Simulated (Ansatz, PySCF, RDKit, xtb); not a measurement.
**C2H2Si−: a search for the lowest isomer**

Task: start from the formula C2H2Si− (charge -1, odd number of electrons), draw up candidate structures, narrow them down in stages, and characterise the one that lies lowest at 200 K.

Plan: many cheap relaxations first (GFN2-xTB), then density-functional screening, relaxation at PBE0-D3(BJ)/def2-SVPD, vibrations and a final energy. The numbers are computed, not measured.

6 further runs of the same task are left out: 6 set aside as unsound or not needed.

## (1) Drawing up candidates

A program enumerates the bonding patterns with one Lewis structure each (two rings at most, one unusual centre or charged pair), with their diastereomers. O–O, O–halogen and N–halogen bonds and N–N–N chains are not drawn. That gives 9 candidates.

| label | SMILES | spin |
| --- | --- | --- |
| c004 | [CH]=C=[SiH-] | doublet |
| c166 | [CH]1C=[Si-]1 | doublet |
| c213 | [C]1=C[SiH-]1 | doublet |
| c324 | [CH]=[Si]=[CH-] | doublet |
| c485 | [C]1=[C-][SiH2]1 | doublet |
| c588 | [C]#[Si][CH2-] | doublet |
| c852 | [C]#C[SiH2-] | doublet |
| c928 | [C]1=[Si-]C1 | doublet |
| c949 | [CH2]C#[Si-] | doublet |

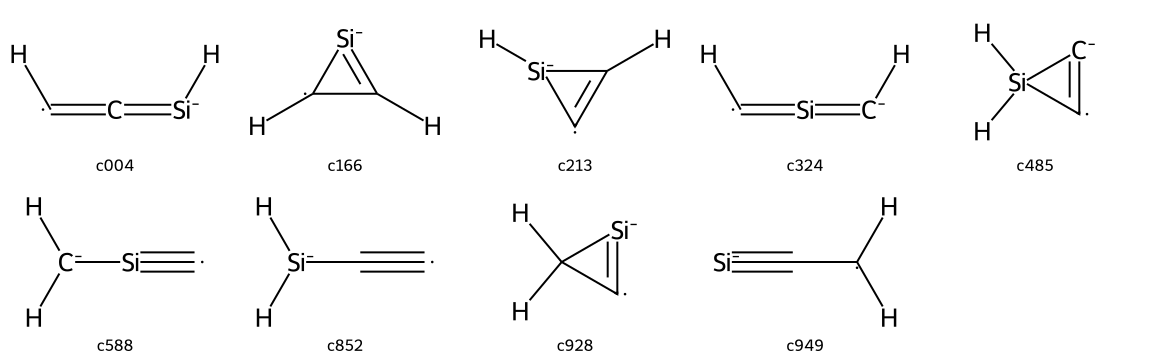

Structural formulas of the candidates.

Candidates are built by distance geometry, with a force field where one applies, in up to four conformers (letters a to d). 10 starts with atoms placed at random are added, to find patterns that the rules miss.

## (2) First filter: tight binding

All 19 starts are relaxed the same way. One of them, c633 (atoms placed at random), in full:

File start.xyz:

```xyz
5
c633
C      1.304520    -0.179280     1.050740
C     -1.918090    -0.562610    -0.153160
Si     0.733880    -0.372440    -0.570280
H     -0.749790    -1.672370    -0.584440
H     -1.116670     0.030980    -0.977700
```

Launch:

```sh
$ xtb start.xyz --gfn 2 --opt --chrg -1 --uhf 1
```

The program printed, cut to the lines that bear on the results:

```text
* xtb version 6.7.1
[...]
          :  # basis functions                  20          :
[...]
          :  # electrons                        15          :
[...]
          :  Hamiltonian                  GFN2-xTB          :
[...]
          :  net charge                         -1          :
          :  unpaired electrons                  1          :
[...]
   *** convergence criteria satisfied after 22 iterations ***
[...]
   *** GEOMETRY OPTIMIZATION CONVERGED AFTER 17 ITERATIONS ***
[...]
   *** convergence criteria satisfied after 3 iterations ***
[...]
         ::                     SUMMARY                     ::
         :::::::::::::::::::::::::::::::::::::::::::::::::::::
         :: total energy              -6.949250313594 Eh    ::
         :: gradient norm              0.000922759615 Eh/a0 ::
         :: HOMO-LUMO gap              2.999447454888 eV    ::
         ::.................................................::
         :: SCC energy                -7.051784241154 Eh    ::
         :: -> isotropic ES            0.141471952395 Eh    ::
         :: -> anisotropic ES          0.014611511895 Eh    ::
         :: -> anisotropic XC         -0.018573332452 Eh    ::
         :: -> dispersion             -0.003074000778 Eh    ::
         :: repulsion energy           0.102533927560 Eh    ::
         :: add. restraining           0.000000000000 Eh    ::
         :: total charge              -1.000000000000 e     ::
         :::::::::::::::::::::::::::::::::::::::::::::::::::::
[...]
         8        1.0462           -0.0361600              -0.9840 (HOMO)
         9                          0.0740677               2.0155 (LUMO)
[...]
     #   Z          covCN         q      C6AA      α(0)
     1   6          0.887    -0.486    54.223    12.308
     2   6          2.732    -0.276    35.572     9.765
     3  14          1.772     0.036   202.484    30.242
     4   1          0.923    -0.137     7.040     4.149
     5   1          0.923    -0.137     7.042     4.150
[...]
     #   Z sym  total        # sym  WBO       # sym  WBO       # sym  WBO
 ---------------------------------------------------------------------------
     1   6      2.807 --     3      2.592     2      0.201
     2   6      3.687 --     3      1.553     5      0.966     4      0.966
                             1      0.201
     3  14      4.160 --     1      2.592     2      1.553
     4   1      0.981 --     2      0.966
     5   1      0.981 --     2      0.966
 ---------------------------------------------------------------------------
[...]
molecular dipole:
                 x           y           z       tot (Debye)
 q only:       -0.403       0.777      -0.118
   full:       -1.639       0.463      -0.826       4.813
molecular quadrupole (traceless):
[...]
          | TOTAL ENERGY               -6.949250313594 Eh   |
          | GRADIENT NORM               0.000922759615 Eh/α |
          | HOMO-LUMO GAP               2.999447454888 eV   |
           -------------------------------------------------
[...]
```

Run time: 0.042 s. Hardware: 1 thread of Arm Neoverse V2, shared host.

## (3) What the search left

19 of the 19 relaxations converged; 7 ended on a minimum already found. 12 distinct structures remain:

| label | start | SMILES after | spin | energy (kcal/mol) | note |
| --- | --- | --- | --- | --- | --- |
| c852a | drawn | [C]#C[SiH2-] | doublet | 0.0 |  |
| c004a | drawn | [CH][C][SiH] ‡ | doublet | 7.3 |  |
| c909 | random | [CH][C][Si].[H] ‡ | doublet | 8.7 | fell apart |
| c223 | random and drawn | [CH2]C#[Si-] | doublet | 21.1 |  |
| c485a | drawn | [C]1=[C-][SiH2]1 | doublet | 26.3 |  |
| c576 | random | [CH][C][Si].[H] ‡ | doublet | 26.7 | fell apart |
| c692 | random | [C]1[CH][Si]1.[H] ‡ | doublet | 27.6 | fell apart |
| c711 | random and drawn | [C]1=C[SiH-]1 | doublet | 29.3 |  |
| c166a | drawn | [CH]1[CH][Si]1 ‡ | doublet | 34.4 |  |
| c778 | random and drawn | [C]#[Si][CH2-] | doublet | 36.8 |  |
| c928a | drawn | [C]1=[Si-]C1 | doublet | 44.9 |  |
| c324a | drawn | [CH]=[Si]=[CH-] | doublet | 45.6 |  |

‡ marks the bonded skeleton alone, with all bonds drawn single: no Lewis structure was assigned that passes a check against the bond lengths.

GFN2-xTB has no spin polarisation, so it can't rank spin states and is rough for open shells.

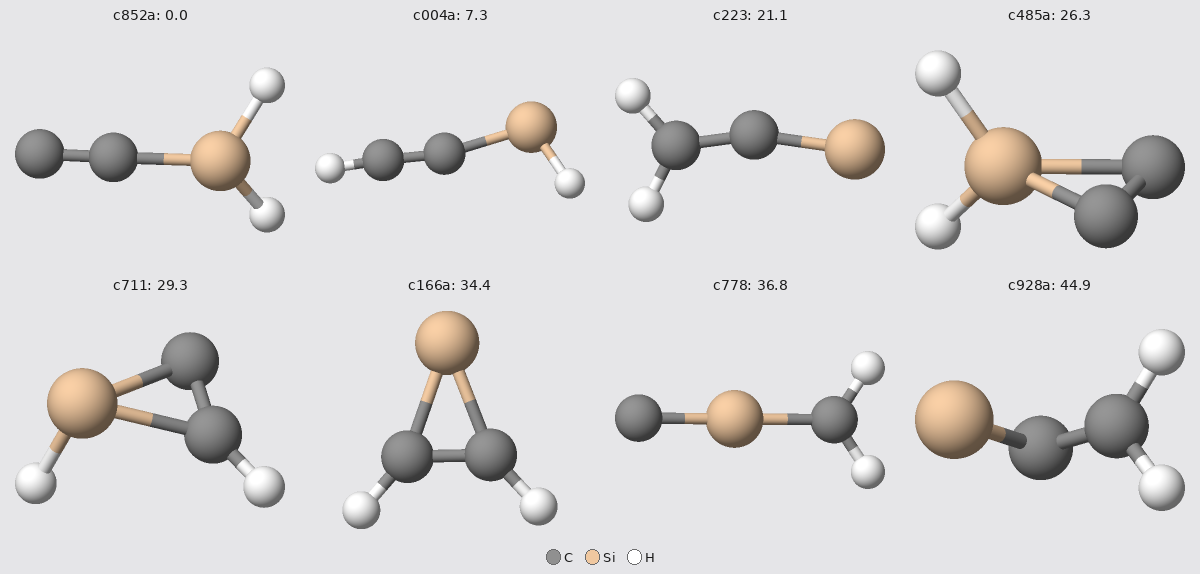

The 8 lowest minima that did not fall apart, with their GFN2-xTB energies in kcal/mol.

## (4) Screening with a density functional

A choice of the minima (the low ones first, few conformers of a pattern, up to a cap) and the lowest that fell apart get a single point at r2SCAN-D4/def2-SVPD on the tight-binding geometry, and one at HF/STO-3G for comparison. The first, c852a:

File input.yaml:

```yaml
basis:
  gaussian: {orbitals: def2-SVPD}
crystal:
  periodic: [false, false, false]
  atoms:
    - symbol: C
      position_ang: [-1.379649, 0.963616, 2.840130]
    - symbol: C
      position_ang: [-1.076827, 0.968726, 1.629334]
    - symbol: Si
      position_ang: [-0.620921, 0.918541, -0.116583]
    - symbol: H
      position_ang: [0.817844, 0.783754, -0.506741]
    - symbol: H
      position_ang: [-1.351174, 0.007177, -1.052031]
hamiltonian: {xc: r2scan, dispersion: d4}
scf: {lower_state_search: "off"}
total_charge: -1
magnetization: {spin_polarized: true, initial_magnetization: 1}
```

Launch:

```sh
$ ansatz run input.yaml --threads 1 --pin off --max-ram 2610MiB --events-out events.jsonl --progress --plain --runs-dir runs
```

The program printed, cut to the lines that bear on the results:

```text
Warning: RAYON_NUM_THREADS=1 ignored (pool sized by the plan → 1); use --threads N
Functional definition: r2SCAN
  name "r2SCAN"
[...]
694 factors; their error is unknown
[...]
mean field -9975.02865806 eV, -366.5755418663 hartree, gradient 7.0e-6 eV, S^2 0.761207; 0 other end points of the search recorded, 0 dependent functions left out
reference -9975.02867303 eV, -366.5755424166 hartree; 15, 14 occupied and 65, 66 virtual orbitals, 694 factors
Total energy: -9975.05634818 eV, -366.5765594597 hartree
Checks for a lower state left out: stability, starts, cluster_reference, orbital_swaps, neighbouring_geometries, increment
```

Wall time 2.4 s (1 thread of Arm Neoverse V2, shared host).

Relative energies in kcal/mol, each column from its lowest structure that stays in one piece:

| label | SMILES | spin | GFN2-xTB | HF/STO-3G | r2SCAN-D4/def2-SVPD |
| --- | --- | --- | --- | --- | --- |
| c223 | [CH2]C#[Si-] | doublet | 21.1 | 6.8 | 0.0 |
| c004a | [CH][C][SiH] ‡ | doublet | 7.3 | 0.0 | 8.1 |
| c166a | [CH]1[CH][Si]1 ‡ | doublet | 34.4 | 22.6 | 14.0 |
| c852a | [C]#C[SiH2-] | doublet | 0.0 | 15.1 | 18.6 |
| c909 | [CH][C][Si].[H] ‡ | doublet | 8.7 | 42.7 | 26.4 |
| c711 | [C]1=C[SiH-]1 | doublet | 29.3 | 28.4 | 29.4 |
| c485a | [C]1=[C-][SiH2]1 | doublet | 26.3 | 49.9 | 30.1 |
| c778 | [C]#[Si][CH2-] | doublet | 36.8 | 82.2 | 65.1 |

‡ marks the bonded skeleton alone, with all bonds drawn single: no Lewis structure was assigned that passes a check against the bond lengths.

## (5) Refinement at PBE0-D3(BJ)/def2-SVPD

4 candidates are relaxed at PBE0-D3(BJ)/def2-SVPD (chosen among the lowest in one piece). The first, c223:

File input.yaml:

```yaml
crystal:
  periodic: [false, false, false]
  atoms:
    - {symbol: C, position_ang: [-0.014550, 0.219921, -0.925535]}
    - {symbol: C, position_ang: [-0.440098, 0.669754, 0.254851]}
    - {symbol: Si, position_ang: [0.169930, -0.656637, -2.393999]}
    - {symbol: H, position_ang: [-1.313071, 0.262132, 0.819030]}
    - {symbol: H, position_ang: [0.041679, 1.508979, 0.800963]}
basis:
  gaussian: {orbitals: def2-SVPD}
total_charge: -1
magnetization: {spin_polarized: true, initial_magnetization: 1}
hamiltonian: {xc: pbe0, dispersion: d3bj}
relax: {f_tol: 0.003}
```

Launch:

```sh
$ ansatz run input.yaml --threads 1 --pin off --max-ram 2610MiB --events-out events.jsonl --progress --plain --runs-dir runs
```

The program printed, cut to the lines that bear on the results:

```text
Warning: RAYON_NUM_THREADS=1 ignored (pool sized by the plan → 1); use --threads N
[...]
Functional definition: PBE0
  name "PBE0"
[...]
711 factors; their error is unknown
[...]
mean field -9971.85403876 eV, -366.4588767589 hartree, gradient 2.5e-5 eV, S^2 0.786305; 2 other end points of the search recorded, 0 dependent functions left out
[...]
reference -9971.85406637 eV, -366.4588777735 hartree; 15, 14 occupied and 65, 66 virtual orbitals, 711 factors
relax step   1: F+E_penalty+E_count = -9971.93417350 eV  Δ(F+E_penalty+E_count) = +0.000e0 eV  max|allowed force component| = 1.170e0 eV/Å  Δτ_max = 0.0000 Å  (49 SCF iters, accepted)
[...]
relax step   6: F+E_penalty+E_count = -9972.01042227 eV  Δ(F+E_penalty+E_count) = -1.008e-2 eV  max|allowed force component| = 2.009e-2 eV/Å  Δτ_max = 0.0379 Å  (42 SCF iters, accepted)
[...]
relax step   7: F+E_penalty+E_count = -9972.01044758 eV  Δ(F+E_penalty+E_count) = -2.531e-5 eV  max|allowed force component| = 5.452e-4 eV/Å  Δτ_max = 0.0024 Å  (43 SCF iters, accepted)
711 factors; their error is unknown
[...]
mean field -9971.93060646 eV, -366.4616905700 hartree, gradient 2.7e-5 eV, S^2 0.783672; 3 other end points of the search recorded, 0 dependent functions left out
[...]
reference -9971.93063434 eV, -366.4616915946 hartree; 15, 14 occupied and 65, 66 virtual orbitals, 711 factors
Total energy: -9972.01047546 eV, -366.4646257017 hartree
Atom 0 at    -0.140119     0.115169    -0.911105 Å, force    -0.000361    -0.000065     0.000077 eV/Å
Atom 1 at    -0.466897     0.661139     0.277830 Å, force     0.000245    -0.000109    -0.000545 eV/Å
Atom 2 at     0.274032    -0.577699    -2.419450 Å, force     0.000272     0.000031    -0.000138 eV/Å
Atom 3 at    -1.314860     0.303118     0.886018 Å, force    -0.000500    -0.000176     0.000509 eV/Å
Atom 4 at     0.091735     1.502423     0.722017 Å, force     0.000344     0.000319     0.000097 eV/Å
Dipole moment:    -0.108015     0.180404     0.392889 e Å
```

Run time: 20 s. Hardware: 1 thread of Arm Neoverse V2, shared host.

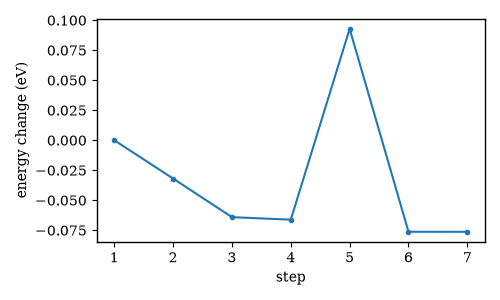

Energy along the run, all evaluated steps.

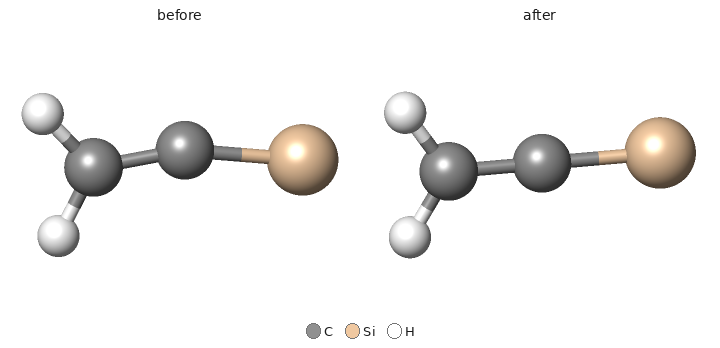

Before and after, at one scale.

After the run. Bond lengths: C1–C2 1.348 Å, C1–Si3 1.711 Å, C2–H4 1.103 Å, C2–H5 1.103 Å. Angles: C2–C1–Si3 180.0°, C1–C2–H4 122.7°, C1–C2–H5 122.8°, H4–C2–H5 114.5°.

## (6) After refinement

| label | spin | r2SCAN-D4/def2-SVPD (kcal/mol) | PBE0-D3(BJ)/def2-SVPD, relaxed (kcal/mol) | time |
| --- | --- | --- | --- | --- |
| c223 | doublet | 0.0 | 0.0 | 20 s |
| c004a | doublet | 8.1 | 5.7 | 18 s |
| c166a | doublet | 14.0 | 12.1 | 19 s |
| c852a | doublet | 18.6 | 20.1 | 18 s |

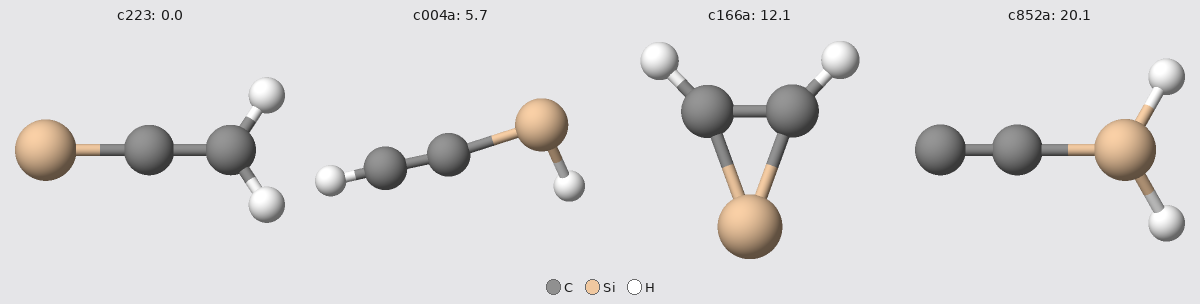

The relaxed structures, with energies at PBE0-D3(BJ)/def2-SVPD in kcal/mol.

## (7) Are they minima? Harmonic frequencies

The lowest few in one piece go on as finalists (c852a drops out). Harmonic vibrations at PBE0-D3(BJ)/def2-SVPD test each finalist and give the zero-point energy and the thermal terms. The first, c223:

File input.yaml:

```yaml
crystal:
  periodic: [false, false, false]
  atoms:
    - {symbol: C, position_ang: [-0.140119, 0.115169, -0.911105]}
    - {symbol: C, position_ang: [-0.466897, 0.661139, 0.277830]}
    - {symbol: Si, position_ang: [0.274032, -0.577699, -2.419450]}
    - {symbol: H, position_ang: [-1.314860, 0.303118, 0.886018]}
    - {symbol: H, position_ang: [0.091735, 1.502423, 0.722017]}
basis:
  gaussian:
    orbitals: def2-SVPD
total_charge: -1
magnetization:
  spin_polarized: true
  initial_magnetization: 1
hamiltonian:
  xc: pbe0
  dispersion: d3bj
scf:
  lower_state_search: "off"
phonons: {}
```

Launch:

```sh
$ ansatz run input.yaml --threads 1 --pin off --max-ram 2610MiB --events-out events.jsonl --progress --plain --runs-dir runs
```

The program printed, cut to the lines that bear on the results:

```text
Warning: RAYON_NUM_THREADS=1 ignored (pool sized by the plan → 1); use --threads N
[... 2 set-up lines as earlier in the session ...]
[...]
711 factors; their error is unknown
[...]
mean field -9971.93060637 eV, -366.4616905669 hartree, gradient 5.6e-6 eV, S^2 0.783672; 0 other end points of the search recorded, 0 dependent functions left out
[...]
reference -9971.93063426 eV, -366.4616915916 hartree; 15, 14 occupied and 65, 66 virtual orbitals, 711 factors
[...]
711 factors; their error is unknown
mean field -9971.93057616 eV, -366.4616894567 hartree, gradient 2.8e-6 eV, S^2 0.783666; 0 other end points of the search recorded, 0 dependent functions left out
[...]
reference -9971.93060405 eV, -366.4616904814 hartree; 15, 14 occupied and 65, 66 virtual orbitals, 711 factors
[...]
711 factors; their error is unknown
[...]
mean field -9971.93057140 eV, -366.4616892816 hartree, gradient 2.9e-6 eV, S^2 0.783659; 0 other end points of the search recorded, 0 dependent functions left out
[...]
reference -9971.93059927 eV, -366.4616903060 hartree; 15, 14 occupied and 65, 66 virtual orbitals, 711 factors
Total energy: -9972.01047538 eV, -366.4646256988 hartree
Atom 0 at    -0.140119     0.115169    -0.911105 Å, force    -0.000346    -0.000075     0.000042 eV/Å
Atom 1 at    -0.466897     0.661139     0.277830 Å, force     0.000230    -0.000103    -0.000519 eV/Å
Atom 2 at     0.274032    -0.577699    -2.419450 Å, force     0.000269     0.000032    -0.000133 eV/Å
Atom 3 at    -1.314860     0.303118     0.886018 Å, force    -0.000501    -0.000175     0.000512 eV/Å
Atom 4 at     0.091735     1.502423     0.722017 Å, force     0.000348     0.000322     0.000097 eV/Å
Dipole moment:    -0.108015     0.180404     0.392888 e Å
Vibrations: 254.59 313.20 719.23 738.35 989.47 1382.46 1586.75 3016.31 3062.67 cm⁻¹, zero-point energy 0.747813 eV
Checks for a lower state left out: stability, starts, cluster_reference, orbital_swaps, neighbouring_geometries, increment
```

Run time: 42 s. Hardware: 1 thread of Arm Neoverse V2, shared host.

## (8) Thermal terms of the finalists

At 200 K and 1 atm, ideal gas, rigid rotor and harmonic oscillator:

| label | SMILES | spin | point group | lowest mode (cm⁻¹) | zero-point (kcal/mol) | G − E (kcal/mol) |
| --- | --- | --- | --- | --- | --- | --- |
| c223 | [CH2]C#[Si-] | doublet | C2v | 255 | 17.2 | 7.5 |
| c004a | [CH][C][SiH] ‡ | doublet | Cs | 280 | 14.7 | 4.6 |
| c166a | [CH]1[CH][Si]1 ‡ | doublet | C2v | 425 | 17.3 | 7.5 |

‡ marks the bonded skeleton alone, with all bonds drawn single: no Lewis structure was assigned that passes a check against the bond lengths.

## (9) Last filter: a higher level

Single points at CCSD(T)/def2-SVPD + MP2/def2-TZVPPD - MP2/def2-SVPD on the refined geometries decide the order.

c223, CCSD(T)/def2-SVPD:

Changes to input.yaml since step 7:

```diff
@@ -9,13 +9,6 @@
 basis:
-  gaussian:
-    orbitals: def2-SVPD
+  gaussian: {orbitals: def2-SVPD}
 total_charge: -1
-magnetization:
-  spin_polarized: true
-  initial_magnetization: 1
-hamiltonian:
-  xc: pbe0
-  dispersion: d3bj
-scf:
-  lower_state_search: "off"
-phonons: {}
+magnetization: {spin_polarized: true, initial_magnetization: 1}
+correlation: {method: ccsd_t, frozen_orbitals: {H: 0, Si: 5, C: 1}}
+scf: {omitted_lower_state_checks: [cluster_reference]}
```

Launch:

```sh
$ ansatz run input.yaml --threads 1 --pin off --max-ram 2610MiB --events-out events.jsonl --progress --plain --runs-dir runs
```

The program printed, cut to the lines that bear on the results:

```text
Warning: RAYON_NUM_THREADS=1 ignored (pool sized by the plan → 1); use --threads N
Functional definition: HF
  name "HF"
[...]
793 factors; integrals over basis functions are off by at most 8.0e-4 eV
[...]
mean field -9948.28266806 eV, -365.5926448631 hartree, gradient 2.8e-6 eV, S^2 1.352806; 4 other end points of the search recorded, 0 dependent functions left out
7 core orbitals not correlated: weight in the atoms' cores, before any rotation towards them, 1.000 or more for the frozen orbitals, at most 0.000 for the correlated occupied ones
reference -9948.28266806 eV, -365.5926448631 hartree; 8, 7 occupied and 65, 66 virtual orbitals, 793 factors
second order -8.94141734 eV of doubles, -0.00000000 eV of singles
cycle   1  -9.51921255 eV  change   -5.8e-1 eV  update   1.2e-1
[...]
cycle  14  -10.35600188 eV  change    5.5e-6 eV  update   1.5e-5
perturbative correction -0.54228926 eV, -0.0199287627 hartree
Total energy: -9959.18095920 eV, -365.9931496755 hartree
Checks for a lower state left out: cluster_reference
```

Wall time 8.7 s (1 thread of Arm Neoverse V2, shared host).

## (10) c223 at MP2/def2-TZVPPD

Changes to input.yaml since step 9:

```diff
@@ -9,6 +9,10 @@
 basis:
-  gaussian: {orbitals: def2-SVPD}
+  gaussian:
+    orbitals: def2-TZVPPD.json
 total_charge: -1
-magnetization: {spin_polarized: true, initial_magnetization: 1}
-correlation: {method: ccsd_t, frozen_orbitals: {H: 0, Si: 5, C: 1}}
-scf: {omitted_lower_state_checks: [cluster_reference]}
+magnetization:
+  spin_polarized: true
+  initial_magnetization: 1
+correlation:
+  method: mp2
+  frozen_orbitals: {H: 0, Si: 5, C: 1}
```

The basis set def2-TZVPPD is read from a file made from the Basis Set Exchange's data (not shown).

Launch:

```sh
$ ansatz run input.yaml --threads 1 --pin off --max-ram 2610MiB --events-out events.jsonl --progress --plain --runs-dir runs
```

The program printed, cut to the lines that bear on the results:

```text
Warning: RAYON_NUM_THREADS=1 ignored (pool sized by the plan → 1); use --threads N
[... 2 set-up lines as earlier in the session ...]
[...]
916 factors; integrals over basis functions are off by at most 6.3e-4 eV
[...]
mean field -9953.36446852 eV, -365.7793975854 hartree, gradient 1.9e-6 eV, S^2 1.364997; 4 other end points of the search recorded, 0 dependent functions left out
7 core orbitals not correlated: weight in the atoms' cores, before any rotation towards them, 1.000 or more for the frozen orbitals, at most 0.000 for the correlated occupied ones
reference -9953.36446852 eV, -365.7793975854 hartree; 8, 7 occupied and 141, 142 virtual orbitals, 916 factors
second order -10.55979003 eV of doubles, -0.00000000 eV of singles
Total energy: -9963.92425855 eV, -366.1674627113 hartree
```

Run time: 9.3 s. Hardware: 1 thread of Arm Neoverse V2, shared host.

## (11) c004a at CCSD(T)/def2-SVPD

File input.yaml:

```yaml
crystal:
  periodic: [false, false, false]
  atoms:
    - {symbol: C, position_ang: [-0.269806, 2.010420, 0.511985]}
    - {symbol: C, position_ang: [-0.598234, 0.847846, 0.773305]}
    - {symbol: Si, position_ang: [-0.994114, -0.879891, 1.370508]}
    - {symbol: H, position_ang: [0.008402, 3.018145, 0.270419]}
    - {symbol: H, position_ang: [-1.724389, -1.279725, 0.062848]}
basis:
  gaussian:
    orbitals: def2-SVPD
total_charge: -1
magnetization:
  spin_polarized: true
  initial_magnetization: 1
scf:
  omitted_lower_state_checks: [cluster_reference]
correlation:
  method: ccsd_t
  frozen_orbitals: {H: 0, Si: 5, C: 1}
```

Launch:

```sh
$ ansatz run input.yaml --threads 1 --pin off --max-ram 2610MiB --events-out events.jsonl --progress --plain --runs-dir runs
```

The program printed, cut to the lines that bear on the results:

```text
Warning: RAYON_NUM_THREADS=1 ignored (pool sized by the plan → 1); use --threads N
[... 2 set-up lines as earlier in the session ...]
[...]
797 factors; integrals over basis functions are off by at most 8.0e-4 eV
[...]
mean field -9948.13201444 eV, -365.5871084445 hartree, gradient 1.8e-6 eV, S^2 0.883338; 2 other end points of the search recorded, 0 dependent functions left out
7 core orbitals not correlated: weight in the atoms' cores, before any rotation towards them, 1.000 or more for the frozen orbitals, at most 0.000 for the correlated occupied ones
reference -9948.13201444 eV, -365.5871084445 hartree; 8, 7 occupied and 65, 66 virtual orbitals, 797 factors
second order -9.42268163 eV of doubles, -0.00000000 eV of singles
cycle   1  -9.81824591 eV  change   -4.0e-1 eV  update   1.1e-1
[...]
cycle  12  -10.40479324 eV  change   -7.9e-7 eV  update   1.7e-5
perturbative correction -0.51102308 eV, -0.0187797518 hartree
Total energy: -9959.04783075 eV, -365.9882572950 hartree
Checks for a lower state left out: cluster_reference
```

It took 7.2 s on 1 thread of Arm Neoverse V2, shared host.

The reference is strongly spin-contaminated for c223 (⟨S²⟩ 1.35), c223 (⟨S²⟩ 1.36), so the correlated energies there are unreliable.

[end of part 1 of 2]
